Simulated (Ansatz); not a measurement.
Input file:

```
crystal:
  periodic: [false, false, false]
  atoms:
    - {symbol: B, position_ang: [0.326937, 2.636368, 2.395305]}
    - {symbol: O, position_ang: [-0.485296, 3.464268, 2.776546]}
    - {symbol: Si, position_ang: [1.606562, 1.310810, 1.679208]}
    - {symbol: Sn, position_ang: [1.878554, 0.596224, -0.814986]}
    - {symbol: H, position_ang: [2.412064, 0.778058, 2.839793]}
    - {symbol: H, position_ang: [0.550219, 1.769497, -1.126230]}
basis:
  gaussian:
    orbitals: def2-TZVPD
magnetization:
  spin_polarized: true
  initial_magnetization: 1
hamiltonian:
  xc: pbe0
output:
  forces: true
  orbitals: {seedname: orbitals}
```

Command:

```sh
ansatz run input.yaml --threads 1 --pin off --max-ram 2610MiB --events-out events.jsonl --progress --plain --runs-dir runs
```

Geometry: PBE-D3(BJ)/def2-SVP; core potentials replace the inner electrons of Sn.

Level of theory: isolated molecule in a Gaussian basis; Kohn-Sham density functional theory, functional PBE0 in Ansatz.

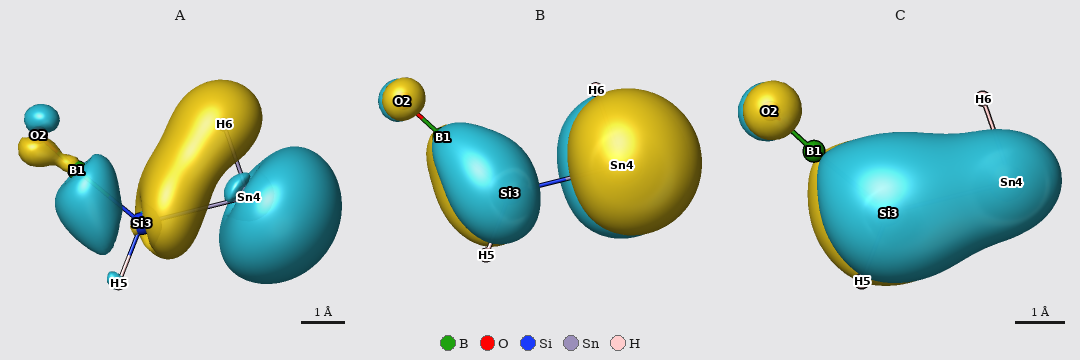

BH2OSiSn (SMILES O=B[SiH]=[SnH]) (doublet). Three frontier orbitals at ±0.08 Å⁻³ᐟ² (yellow and cyan are the two phases), in no order.

> Order the three orbitals by energy and name them. All are α orbitals.

A is the HOMO−1 (α) (−7.38 eV). It lies mainly on Sn4 (about 65 %), Si3 (about 15 %) and H6 (about 15 %); it is symmetric in the molecular plane (an in-plane orbital: σ, lone-pair or in-plane π type). C is the HOMO (α) (−6.69 eV). Its weight (Hirshfeld) is mainly on Si3 (about 60 %), Sn4 (about 25 %) and B1 (about 5 %); it changes sign across the molecular plane (π type); π-bonding across Si3–Sn4. B is the LUMO (α) (−3.23 eV). Its weight (Hirshfeld) is mainly on Sn4 (about 70 %), Si3 (about 20 %) and B1 (about 5 %); it changes sign across the molecular plane (π type).

> What is the gap between the highest occupied and lowest empty α orbitals?

3.46 eV between the orbital energies.
